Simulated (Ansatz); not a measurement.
**Si₂H₃Cl₃: one molecule under many settings**

Aim: run Si₂H₃Cl₃ under a spread of inputs, and see what each costs and gives.

Program: Ansatz 0.2.0, Gaussian basis. Level of theory: the settings change from run to run. These are calculated values, not measurements.

## 1. The molecule

The geometry comes from an earlier relaxation with PBE0-D4 in a triple-zeta def2 set; it is a stationary point, not always the lowest conformer.

8 atoms, charge 0, spin multiplicity 1.

Atoms are counted from 1 here; the program's logs count them from 0.

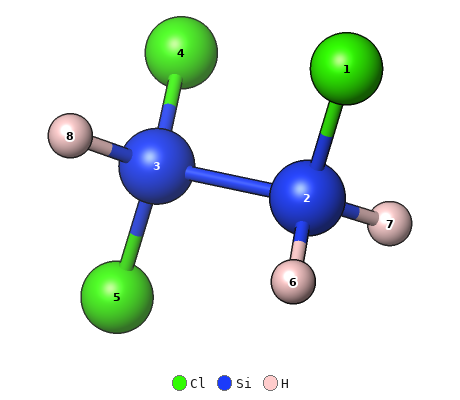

The geometry (chlorine green, silicon blue, hydrogen pink); atoms are numbered from 1 in the order of the file.

As a file:

```xyz
8

Cl   -0.4587    0.1284    2.6096
Si   -0.0943    0.9208    0.7473
Si    0.2446   -0.8474   -0.7441
Cl   -1.4631   -1.9705   -0.8480
Cl    0.6567   -0.0376   -2.5838
H     1.1141    1.7780    0.8251
H    -1.2668    1.7232    0.3245
H     1.3596   -1.7520   -0.3864
```

## 2. B2PLYP/def2-SVP

This run has multiplicity 3, high accuracy.

Contents of in.yaml:

```yaml
crystal:
  periodic: [false, false, false]
  atoms:
    - {symbol: Cl, position_ang: [-0.458726, 0.128409, 2.609592]}
    - {symbol: Si, position_ang: [-0.094290, 0.920778, 0.747297]}
    - {symbol: Si, position_ang: [0.244634, -0.847419, -0.744068]}
    - {symbol: Cl, position_ang: [-1.463117, -1.970546, -0.847971]}
    - {symbol: Cl, position_ang: [0.656667, -0.037564, -2.583772]}
    - {symbol: H, position_ang: [1.114063, 1.777978, 0.825061]}
    - {symbol: H, position_ang: [-1.266758, 1.723236, 0.324478]}
    - {symbol: H, position_ang: [1.359629, -1.751973, -0.386418]}
basis:
  gaussian: {orbitals: def2-SVP}
magnetization: {spin_polarized: true, initial_magnetization: 2}
hamiltonian: {xc: {name: B2PLYP}}
accuracy: high
output: {forces: true}
```

Started as:

```
$ ansatz run in.yaml --threads 4 --pin off --events-out ev --progress --plain --max-ram 10444MiB
```

Standard output (excerpt; [...] marks lines left out):

```text
Functional definition: B2PLYP
  name "B2PLYP"
  cite "Grimme, J. Chem. Phys. 124, 034108 (2006) doi:10.1063/1.2148954"
  cite "Becke, Phys. Rev. A 38, 3098 (1988) doi:10.1103/PhysRevA.38.3098"
  cite "Lee, Yang & Parr, Phys. Rev. B 37, 785 (1988) doi:10.1103/PhysRevB.37.785"
[...]
2101 factors; integrals over basis functions are off by at most 5.9e-9 eV
[...]
mean field -53328.94750216 eV, -1959.8026730454 hartree, gradient 5.2e-8 eV, S^2 2.006429; 4 other end points of the search recorded, 0 dependent functions left out
25 core orbitals not correlated: weight in the atoms' cores, before any rotation towards them, 1.000 or more for the frozen orbitals, at most 0.000 for the correlated occupied ones
reference -53328.94752888 eV, -1959.8026740273 hartree; 17, 15 occupied and 63, 65 virtual orbitals, 2101 factors
second order -20.05453676 eV of doubles, -0.00000000 eV of singles
[...]
Total energy: -53334.36225380 eV, -1960.0016614980 hartree
Atom 0 at    -0.458726     0.128409     2.609592 Å, force    -0.354930    -0.411476     1.751206 eV/Å
Atom 1 at    -0.094290     0.920778     0.747297 Å, force     0.199570     1.089679    -0.953952 eV/Å
Atom 2 at     0.244634    -0.847419    -0.744068 Å, force     0.172011    -0.337926     0.670163 eV/Å
Atom 3 at    -1.463117    -1.970546    -0.847971 Å, force    -0.452693     0.020375    -0.208959 eV/Å
Atom 4 at     0.656667    -0.037564    -2.583772 Å, force     0.160636     0.115806    -1.353472 eV/Å
Atom 5 at     1.114063     1.777978     0.825061 Å, force     0.221117    -0.389952     0.050030 eV/Å
Atom 6 at    -1.266758     1.723236     0.324478 Å, force    -0.187239    -0.391506    -0.041000 eV/Å
Atom 7 at     1.359629    -1.751973    -0.386418 Å, force     0.241527     0.304998     0.085985 eV/Å
Dipole moment:     0.120393     0.018662    -0.021720 e Å
```

It took 16 s on 4 threads of INTEL XEON PLATINUM 8581C at 2.30GHz, shared host; peak memory 0.97 GiB.

Largest force 1.834 eV/Å, dipole 0.59 D, ⟨S²⟩ 2.006.

## 3. CCSD/ANO-RCC-VTZP

This run has a point charge of 0.50 e beside it.

in.yaml, as its differences from that of step 2:

```diff
@@ -12,6 +12,4 @@
 basis:
-  gaussian: {orbitals: def2-SVP}
-magnetization: {spin_polarized: true, initial_magnetization: 2}
-hamiltonian: {xc: {name: B2PLYP}}
-accuracy: high
-output: {forces: true}
+  gaussian: {orbitals: ANO-RCC-VTZP, point_charges: [{charge: 0.50, position_ang: [4.924, -0.634, 0.128]}]}
+hamiltonian: {xc: {name: HF}}
+correlation: {method: ccsd}
```

Same command.

Standard output (excerpt; [...] marks lines left out):

```text
Functional definition: HF
  name "HF"
  cite "Fock, Z. Phys. 61, 126 (1930) doi:10.1007/BF01340294"
  parent pbe
[...]
1298 factors; integrals over basis functions are off by at most 8.6e-4 eV
[...]
mean field -53437.83122740 eV, -1963.8040761440 hartree, gradient 2.6e-6 eV, S^2 0.000000; 0 other end points of the search recorded, 0 dependent functions left out
25 core orbitals not correlated: weight in the atoms' cores, before any rotation towards them, 1.000 or more for the frozen orbitals, at most 0.000 for the correlated occupied ones
reference -53437.83122740 eV, -1963.8040761440 hartree; 16, 16 occupied and 171, 171 virtual orbitals, 1298 factors
second order -21.82786257 eV of doubles, -0.00000000 eV of singles
cycle   1  -23.23202881 eV  change    -1.4e0 eV  update   9.8e-2
[...]
cycle   8  -23.85639616 eV  change   -2.4e-5 eV  update   3.5e-5
Total energy: -53461.68762356 eV, -1964.6807825323 hartree
Relativity: scalar
```

Wall time 14 s (4 threads of INTEL XEON PLATINUM 8581C at 2.30GHz, shared host); peak memory 2.6 GiB.

T1 0.010.

## 4. BHLYP/x2c-TZVPPall

Options: unrestricted orbitals, a grid of angular degree 47.

in.yaml, as its differences from that of step 3:

```diff
@@ -12,4 +12,4 @@
 basis:
-  gaussian: {orbitals: ANO-RCC-VTZP, point_charges: [{charge: 0.50, position_ang: [4.924, -0.634, 0.128]}]}
-hamiltonian: {xc: {name: HF}}
-correlation: {method: ccsd}
+  gaussian: {orbitals: x2c-TZVPPall, final_grid: {core_spheres: 20, valence_spheres: 16, degree: 47}}
+magnetization: {spin_polarized: true, initial_magnetization: 0}
+hamiltonian: {xc: {name: BHLYP}}
```

Same command.

Standard output:

```text
Functional definition: BHLYP
  name "BHLYP"
  cite "Becke, J. Chem. Phys. 98, 1372 (1993) doi:10.1063/1.464304"
  cite "Becke, Phys. Rev. A 38, 3098 (1988) doi:10.1103/PhysRevA.38.3098"
  cite "Lee, Yang & Parr, Phys. Rev. B 37, 785 (1988) doi:10.1103/PhysRevB.37.785"
  parameter a = 0.5
  exchange = (1 - a)*b88_x + a*exact_x
  correlation = lyp_c
1815 factors; their error is unknown
mean field evaluation 1: about -53525.8845 eV, gradient 1.1e1 eV
mean field evaluation 2: about -53526.2542 eV, gradient 8.2e0 eV
mean field evaluation 4: about -53526.5213 eV, gradient 5.5e-1 eV
mean field evaluation 8: about -53526.7984 eV, gradient 8.5e-3 eV
mean field -53526.79838551 eV, -1967.0735589005 hartree, gradient 3.6e-5 eV, S^2 0.000000; 0 other end points of the search recorded, 0 dependent functions left out
reference -53526.79858689 eV, -1967.0735663009 hartree; 41, 41 occupied and 211, 211 virtual orbitals, 1815 factors
Total energy: -53526.79858689 eV, -1967.0735663009 hartree
Relativity: scalar
```

It took 6 s on 4 threads of INTEL XEON PLATINUM 8581C at 2.30GHz, shared host; peak memory 1.3 GiB.

⟨S²⟩ 0.000.

## 5. r2SCAN50/cc-pVDZ

Options: a point charge of 1.00 e beside it, D3(BJ) dispersion, high accuracy.

in.yaml, as its differences from that of step 4:

```diff
@@ -12,4 +12,5 @@
 basis:
-  gaussian: {orbitals: x2c-TZVPPall, final_grid: {core_spheres: 20, valence_spheres: 16, degree: 47}}
-magnetization: {spin_polarized: true, initial_magnetization: 0}
-hamiltonian: {xc: {name: BHLYP}}
+  gaussian: {orbitals: cc-pVDZ, point_charges: [{charge: 1.00, position_ang: [4.092, -0.846, -0.674]}]}
+hamiltonian: {xc: {name: r2SCAN50}, dispersion: d3bj}
+accuracy: high
+output: {forces: true}
```

The command is unchanged.

Standard output (excerpt; [...] marks lines left out):

```text
Warning: the engine holds no damping parameters fitted to this dispersion correction and functional, so the run takes those fitted to r2scan50 beside the three-body term, which d3bj leaves out (hamiltonian.dispersion, under Limitations)
Functional definition: r2SCAN50
  name "r2SCAN50"
  cite "Bursch, Neugebauer, Ehlert & Grimme, J. Chem. Phys. 156, 134105 (2022) doi:10.1063/5.0086040"
  cite "Furness, Kaplan, Ning, Perdew & Sun, J. Phys. Chem. Lett. 11, 8208 (2020) doi:10.1021/acs.jpclett.0c02405"
  cite "Furness, Kaplan, Ning, Perdew & Sun, J. Phys. Chem. Lett. 11, 9248 (2020) doi:10.1021/acs.jpclett.0c03077"
  parent r2scan
[...]
2447 factors; integrals over basis functions are off by at most 3.8e-9 eV
[...]
mean field -53371.71607314 eV, -1961.3743890393 hartree, gradient 8.4e-8 eV, S^2 0.000000; 0 other end points of the search recorded, 0 dependent functions left out
[...]
reference -53371.71607358 eV, -1961.3743890555 hartree; 41, 41 occupied and 64, 64 virtual orbitals, 2447 factors
Total energy: -53371.83698413 eV, -1961.3788324364 hartree
Atom 0 at    -0.458726     0.128409     2.609592 Å, force     0.073548    -0.111810     0.038329 eV/Å
Atom 1 at    -0.094290     0.920778     0.747297 Å, force    -0.222315     0.244044     0.078161 eV/Å
Atom 2 at     0.244634    -0.847419    -0.744068 Å, force    -0.902573     0.078277     0.311996 eV/Å
Atom 3 at    -1.463117    -1.970546    -0.847971 Å, force     0.235171     0.021956     0.008180 eV/Å
Atom 4 at     0.656667    -0.037564    -2.583772 Å, force     0.318934     0.050682    -0.237098 eV/Å
Atom 5 at     1.114063     1.777978     0.825061 Å, force     0.098233    -0.048099    -0.042785 eV/Å
Atom 6 at    -1.266758     1.723236     0.324478 Å, force     0.087878    -0.098449    -0.079878 eV/Å
Atom 7 at     1.359629    -1.751973    -0.386418 Å, force     0.392344    -0.088162    -0.023445 eV/Å
Dipole moment:    -0.248639     0.248678     0.074774 e Å
```

It took 6.5 s on 4 threads of INTEL XEON PLATINUM 8581C at 2.30GHz, shared host; peak memory 0.65 GiB.

Largest force 0.958 eV/Å, dipole 1.73 D.

## 6. B97M-V/cc-pVTZ

in.yaml, as its differences from that of step 5:

```diff
@@ -12,5 +12,4 @@
 basis:
-  gaussian: {orbitals: cc-pVDZ, point_charges: [{charge: 1.00, position_ang: [4.092, -0.846, -0.674]}]}
-hamiltonian: {xc: {name: r2SCAN50}, dispersion: d3bj}
-accuracy: high
+  gaussian: {orbitals: cc-pVTZ}
+hamiltonian: {xc: {name: B97M-V}}
 output: {forces: true}
```

The command is unchanged.

Standard output (excerpt; [...] marks lines left out):

```text
Functional definition: B97M-V
  name "B97M-V"
  cite "Mardirossian & Head-Gordon, J. Chem. Phys. 142, 074111 (2015) doi:10.1063/1.4907719"
  cite "Becke, J. Chem. Phys. 107, 8554 (1997) doi:10.1063/1.475007"
  cite "Vydrov & Van Voorhis, J. Chem. Phys. 133, 244103 (2010) doi:10.1063/1.3521275"
  # Of w^i u^j: cxij and so on, Table III.
[...]
  gx(w, u) = cx00 + cx01*u + cx02*u^2 + (cx10 + cx11*u)*w
  gss(w, u) = css00 + css02*u^2 + css10*w + (css32*w^3 + css42*w^4)*u^2
  gos(w, u) = cos00 + cos01*u + cos03*u^3 + cos10*w + cos32*w^3*u^2
[...]
      + integral(e_c_pw_mod_opposite_spin*gos(b97_w_opposite, b97_u_opposite)) + vv10(b, c)
1549 factors; their error is unknown
[...]
mean field -53364.95609406 eV, -1961.1259643903 hartree, gradient 1.2e-5 eV, S^2 0.000000; 0 other end points of the search recorded, 0 dependent functions left out
[...]
reference -53364.95615528 eV, -1961.1259666400 hartree; 41, 41 occupied and 171, 171 virtual orbitals, 1549 factors
Total energy: -53364.95615528 eV, -1961.1259666400 hartree
Atom 0 at    -0.458726     0.128409     2.609592 Å, force    -0.020320    -0.031365     0.081750 eV/Å
Atom 1 at    -0.094290     0.920778     0.747297 Å, force     0.029622    -0.022727    -0.055967 eV/Å
Atom 2 at     0.244634    -0.847419    -0.744068 Å, force     0.055530     0.033627     0.072886 eV/Å
Atom 3 at    -1.463117    -1.970546    -0.847971 Å, force    -0.081737    -0.053507    -0.000409 eV/Å
Atom 4 at     0.656667    -0.037564    -2.583772 Å, force     0.017452     0.037187    -0.087048 eV/Å
Atom 5 at     1.114063     1.777978     0.825061 Å, force    -0.009508     0.016478    -0.011148 eV/Å
Atom 6 at    -1.266758     1.723236     0.324478 Å, force     0.008960     0.014042    -0.011626 eV/Å
Atom 7 at     1.359629    -1.751973    -0.386418 Å, force     0.000001     0.006265     0.011561 eV/Å
Dipole moment:     0.133001     0.125031     0.010695 e Å
```

Wall time 5.5 s (4 threads of INTEL XEON PLATINUM 8581C at 2.30GHz, shared host).

Largest force 0.098 eV/Å, dipole 0.88 D.

## 7. HF/pcseg-2

Set apart from the defaults: charge +1, multiplicity 2, restricted open-shell orbitals, density fitting with cc-pVTZ-jkfit.

in.yaml, as its differences from that of step 6:

```diff
@@ -12,4 +12,5 @@
 basis:
-  gaussian: {orbitals: cc-pVTZ}
-hamiltonian: {xc: {name: B97M-V}}
-output: {forces: true}
+  gaussian: {orbitals: pcseg-2, fitting: {mean_field: cc-pVTZ-jkfit}}
+total_charge: 1
+magnetization: {spin_polarized: false, initial_magnetization: 1}
+hamiltonian: {xc: {name: HF}}
```

Launched as before.

Standard output:

```text
Functional definition: HF
  name "HF"
  cite "Fock, Z. Phys. 61, 126 (1930) doi:10.1007/BF01340294"
  parent pbe
  exchange = exact_x
  correlation = 0
695 factors; integrals over basis functions are off by at most 9.4e-1 eV
mean field evaluation 1: about -53275.9319 eV, gradient 2.5e1 eV
mean field evaluation 2: about -53277.5399 eV, gradient 1.6e1 eV
mean field evaluation 4: about -53278.4021 eV, gradient 1.3e0 eV
mean field evaluation 8: about -53278.4360 eV, gradient 2.0e-5 eV
mean field evaluation 16: about -53277.2238 eV, gradient 3.8e0 eV
mean field evaluation 32: about -53276.8882 eV, gradient 3.8e0 eV
mean field -53278.43604245 eV, -1957.9464111390 hartree, gradient 2.0e-5 eV, S^2 0.750000; 0 other end points of the search recorded, 0 dependent functions left out
reference -53278.43604245 eV, -1957.9464111390 hartree; 41, 40 occupied and 171, 172 virtual orbitals, 695 factors
Total energy: -53278.43604245 eV, -1957.9464111390 hartree
```

Run time: 4.1 s. Hardware: 4 threads of INTEL XEON PLATINUM 8581C at 2.30GHz, shared host.

## 8. PBEsol/def2-mTZVPP

Options: charge -1, multiplicity 2.

in.yaml, as its differences from that of step 7:

```diff
@@ -12,5 +12,5 @@
 basis:
-  gaussian: {orbitals: pcseg-2, fitting: {mean_field: cc-pVTZ-jkfit}}
-total_charge: 1
-magnetization: {spin_polarized: false, initial_magnetization: 1}
-hamiltonian: {xc: {name: HF}}
+  gaussian: {orbitals: def2-mTZVPP}
+total_charge: -1
+magnetization: {spin_polarized: true, initial_magnetization: 1}
+hamiltonian: {xc: {name: PBEsol}}
```

The command is unchanged.

Standard output:

```text
Functional definition: PBEsol
  name "PBEsol"
  cite "Perdew et al., Phys. Rev. Lett. 100, 136406 (2008) doi:10.1103/PhysRevLett.100.136406"
  cite "Perdew, Burke & Ernzerhof, Phys. Rev. Lett. 77, 3865 (1996) doi:10.1103/PhysRevLett.77.3865"
  parent pbesol
  exchange = pbesol_x
  correlation = pbesol_c
1448 factors; their error is unknown
mean field evaluation 1: about -53266.9392 eV, gradient 1.2e1 eV
mean field evaluation 2: about -53264.4650 eV, gradient 2.0e1 eV
mean field evaluation 4: about -53268.0274 eV, gradient 2.4e0 eV
mean field evaluation 8: about -53268.0618 eV, gradient 1.6e-1 eV
mean field evaluation 16: about -53268.0407 eV, gradient 4.4e-4 eV
mean field evaluation 32: about -53268.0316 eV, gradient 7.9e-1 eV
mean field -53268.04070270 eV, -1957.5643894495 hartree, gradient 5.5e-6 eV, S^2 0.751416; 4 other end points of the search recorded, 0 dependent functions left out
reference -53268.04074907 eV, -1957.5643911536 hartree; 42, 41 occupied and 108, 109 virtual orbitals, 1448 factors
Total energy: -53268.04074907 eV, -1957.5643911536 hartree
```

Run time: 2.2 s. Hardware: 4 threads of INTEL XEON PLATINUM 8581C at 2.30GHz, shared host.

⟨S²⟩ 0.751.

## 9. RPA/cc-pVTZ

Set apart from the defaults: charge -1, multiplicity 2, restricted open-shell orbitals, density fitting with cc-pVTZ-jkfit, relativity set to scalar, correlated electrons set to outside_noble_gas.

in.yaml, as its differences from that of step 8:

```diff
@@ -12,5 +12,6 @@
 basis:
-  gaussian: {orbitals: def2-mTZVPP}
+  gaussian: {orbitals: cc-pVTZ, fitting: {mean_field: cc-pVTZ-jkfit}}
 total_charge: -1
-magnetization: {spin_polarized: true, initial_magnetization: 1}
-hamiltonian: {xc: {name: PBEsol}}
+magnetization: {spin_polarized: false, initial_magnetization: 1}
+hamiltonian: {xc: {name: HF}, pseudopotentials: {relativity: scalar}}
+correlation: {method: rpa, electrons: outside_noble_gas}
```

Same command.

Standard output (excerpt; [...] marks lines left out):

```text
Functional definition: HF
  name "HF"
  cite "Fock, Z. Phys. 61, 126 (1930) doi:10.1007/BF01340294"
  parent pbe
[...]
695 factors; integrals over basis functions are off by at most 7.3e-1 eV
[...]
mean field -53418.82731700 eV, -1963.1056953181 hartree, gradient 2.1e-6 eV, S^2 0.750000; 6 other end points of the search recorded, 0 dependent functions left out
[...]
25 core orbitals not correlated: weight in the atoms' cores, before any rotation towards them, 1.000 or more for the frozen orbitals, at most 0.000 for the correlated occupied ones
reference -53418.82731700 eV, -1963.1056953181 hartree; 17, 16 occupied and 170, 171 virtual orbitals, 695 factors
Total energy: -53445.86844947 eV, -1964.0994386071 hartree
Relativity: scalar
```

It took 18 s on 4 threads of INTEL XEON PLATINUM 8581C at 2.30GHz, shared host; peak memory 0.62 GiB.

## 10. HSE06/def2-TZVP

Options: finite nuclei, D3(BJ) with three-body dispersion, the search for lower states set to full.

in.yaml, as its differences from that of step 9:

```diff
@@ -12,6 +12,5 @@
 basis:
-  gaussian: {orbitals: cc-pVTZ, fitting: {mean_field: cc-pVTZ-jkfit}}
-total_charge: -1
-magnetization: {spin_polarized: false, initial_magnetization: 1}
-hamiltonian: {xc: {name: HF}, pseudopotentials: {relativity: scalar}}
-correlation: {method: rpa, electrons: outside_noble_gas}
+  gaussian: {orbitals: def2-TZVP, nuclear_model: gaussian}
+hamiltonian: {xc: {name: HSE06}, dispersion: d3bjatm}
+scf: {lower_state_search: full}
+output: {forces: true}
```

Same command.

Standard output (excerpt; [...] marks lines left out):

```text
Functional definition: HSE06
  name "HSE06"
  cite "Heyd, Scuseria & Ernzerhof, J. Chem. Phys. 118, 8207 (2003) doi:10.1063/1.1564060"
  cite "Krukau, Vydrov, Izmaylov & Scuseria, J. Chem. Phys. 125, 224106 (2006) doi:10.1063/1.2404663"
  cite "Heyd & Scuseria, J. Chem. Phys. 120, 7274 (2004) doi:10.1063/1.1668634"
  cite "Ernzerhof & Perdew, J. Chem. Phys. 109, 3313 (1998) doi:10.1063/1.476928"
  cite "Perdew, Burke & Ernzerhof, Phys. Rev. Lett. 77, 3865 (1996) doi:10.1103/PhysRevLett.77.3865"
  parent pbe
[...]
  # The whole range is PBE's own exchange, as in plane waves. The composition of these papers is wPBEh.
[...]
1472 factors; their error is unknown
87 factors; integrals over basis functions are off by at most 3.3e-7 eV
[...]
mean field -53357.93047204 eV, -1960.8677775431 hartree, gradient 8.5e-5 eV, S^2 0.000000; 0 other end points of the search recorded, 0 dependent functions left out
[...]
reference -53357.93051884 eV, -1960.8677792632 hartree; 41, 41 occupied and 162, 162 virtual orbitals, 1472 factors
Total energy: -53358.17355763 eV, -1960.8767107737 hartree
Atom 0 at    -0.458726     0.128409     2.609592 Å, force    -0.002810    -0.002248     0.015819 eV/Å
Atom 1 at    -0.094290     0.920778     0.747297 Å, force     0.004842     0.004517    -0.003031 eV/Å
Atom 2 at     0.244634    -0.847419    -0.744068 Å, force     0.005345     0.001586     0.006608 eV/Å
Atom 3 at    -1.463117    -1.970546    -0.847971 Å, force    -0.010653    -0.011373    -0.001396 eV/Å
Atom 4 at     0.656667    -0.037564    -2.583772 Å, force     0.005394     0.005130    -0.015144 eV/Å
Atom 5 at     1.114063     1.777978     0.825061 Å, force     0.001006     0.000872    -0.000429 eV/Å
Atom 6 at    -1.266758     1.723236     0.324478 Å, force    -0.002101     0.001416    -0.001897 eV/Å
Atom 7 at     1.359629    -1.751973    -0.386418 Å, force    -0.001023     0.000101    -0.000530 eV/Å
Dipole moment:     0.152447     0.143328     0.012989 e Å
```

Run time: 2.8 s. Hardware: 4 threads of INTEL XEON PLATINUM 8581C at 2.30GHz, shared host; peak memory 0.74 GiB.

Largest force 0.017 eV/Å, dipole 1.01 D.

## 11. All runs side by side

```tsv
level	charge	multiplicity	geometry	functions	energy (eV)	time
B2PLYP/def2-SVP	0	3	relaxed	105	-53334.362	16 s
CCSD/ANO-RCC-VTZP	0	1	relaxed, point charge	212	-53461.688	14 s
BHLYP/x2c-TZVPPall	0	1	relaxed	252	-53526.799	6 s
r2SCAN50/cc-pVDZ	0	1	relaxed, point charge	105	-53371.837	6.5 s
B97M-V/cc-pVTZ	0	1	relaxed	212	-53364.956	5.5 s
HF/pcseg-2	1	2	relaxed	212	-53278.436	4.1 s
PBEsol/def2-mTZVPP	-1	2	relaxed	150	-53268.041	2.2 s
RPA/cc-pVTZ	-1	2	relaxed	212	-53445.868	18 s
HSE06/def2-TZVP	0	1	relaxed	203	-53358.174	2.8 s
```

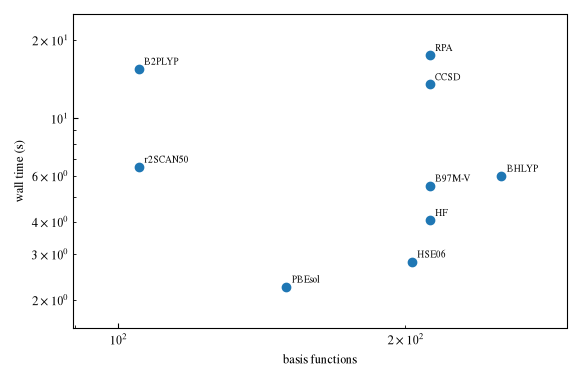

Wall time against the number of basis functions (shared host).

## 12. Summary of results

| quantity | value |
| --- | --- |
| runs | 9 |
| quickest | PBEsol/def2-mTZVPP, 2.2 s |
| slowest | RPA/cc-pVTZ, 18 s |
| spread of total energies, same state and geometry | 168.6 eV |
| dipole, same state and geometry | 0.88 to 1.01 D |

What this shows: RPA/cc-pVTZ took 8 times as long as PBEsol/def2-mTZVPP. The jobs differ in tasks and options as well as level. Total energies at one charge and spin differ by 169 eV between levels, so only differences within one level mean anything. Some of these runs are scalar-relativistic and others not, which shifts the totals of all-electron atoms past neon by several eV an atom and more; core potentials, where a basis has them, take the core out of the total altogether. At the PBE0-D4/def2-TZVP geometry and in the same state, the sound runs without point charges leave forces up to 0.10 eV/Å (B97M-V/cc-pVTZ).
